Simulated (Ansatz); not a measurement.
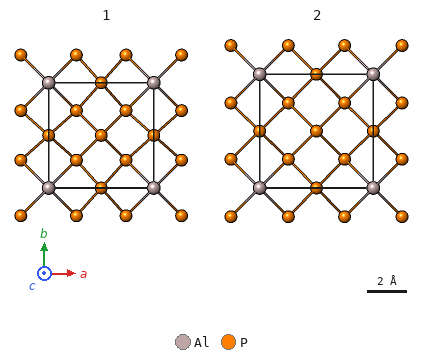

Two geometries of crystalline AlP7 (a generated structure, set up in P-43m) (coarse preliminary run), drawn at one scale. One is the start of a relaxation, the other its converged end. The picture is a ball-and-stick view of the cell of the calculation, seen along the c axis.

Theory: DFT PBE, scalar-relativistic, plane waves, PAW (Ansatz). Settings: plane-wave cutoff 420 eV; k-point mesh 4 × 4 × 4; occupations gaussian; smearing width 0.1 eV; no spin polarisation; cell and atoms relaxed; force threshold 0.04 eV/Å; at most 70 steps.

Which one is relaxed?

Answer. Structure 1 is the relaxed one. The energy falls by 1.386 eV per cell of the calculation in 4 accepted moves (5 points after the start). Largest force component: 0.078 eV/Å at the start, 0.015 eV/Å at the end. The pressure goes from −8.22 to 0.00 GPa. The SCF was repeated once at an unchanged geometry on a basis and grid sized afresh for the cell, which shifted the energy by 1.8 meV per cell of the calculation at most. The largest moves relative to the cell, 0.11 Å, are those of P atoms. Al stays in place. The drawn cell changes as follows: a = b = c 5.872 → 5.431 Å (−7.5 %); the volume changes by −20.9 %. Among the contacts that change: P–P 2.534 → 2.310 Å, Al–P 2.569 → 2.486 Å. Among the angles between lasting bonds that change: P–P–P 108.3° → 103.2°, P–P–P 110.0° → 112.7°, Al–P–P 108.9° → 106.3°. The space group stays P-43m (No. 215).
